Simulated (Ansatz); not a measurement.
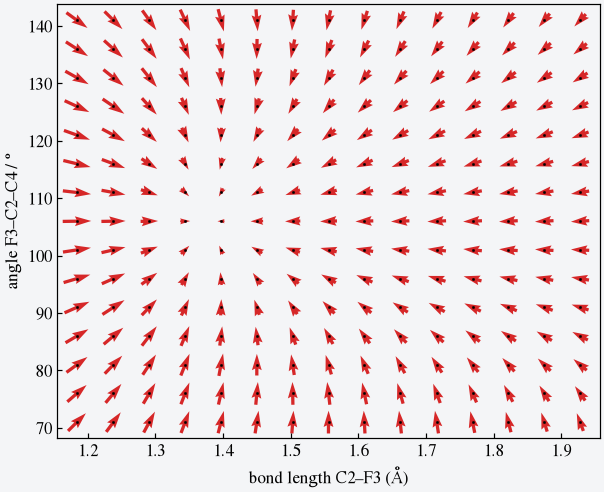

C₂H₄FNO, SMILES NC(F)C=O. Coordinates scanned: (1) bond length C2–F3; (2) angle F3–C2–C4. Nothing is relaxed (all other coordinates rigid). The grid has 15 × 15 points. Points are written as (first, second). These are results of RHF/def2-TZVP (Ansatz 0.2.0), not measurements.

The picture shows dots at the grid points, arrows along the force (downhill), their lengths compressed.

The arrows alone are given. Where is the energy lowest?

The arrows converge at about (1.377 Å, 106°) (read from the interpolated surface).

The energy map of the same scan:

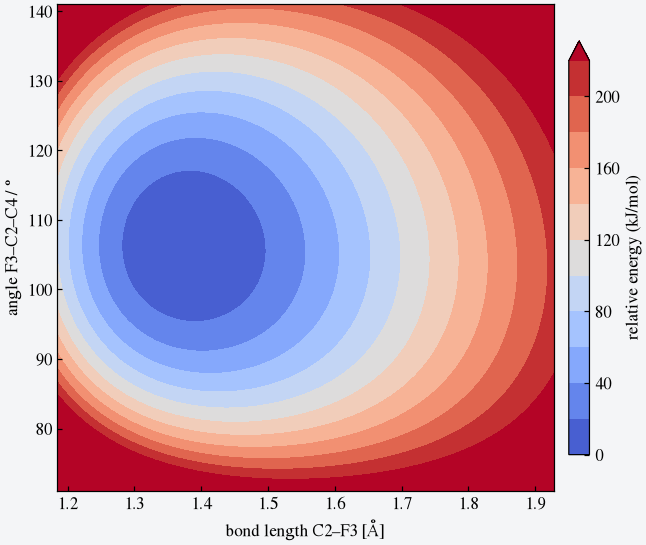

Energies are in kJ/mol, from the relaxed molecule at the same level; between grid points the surface is interpolated.
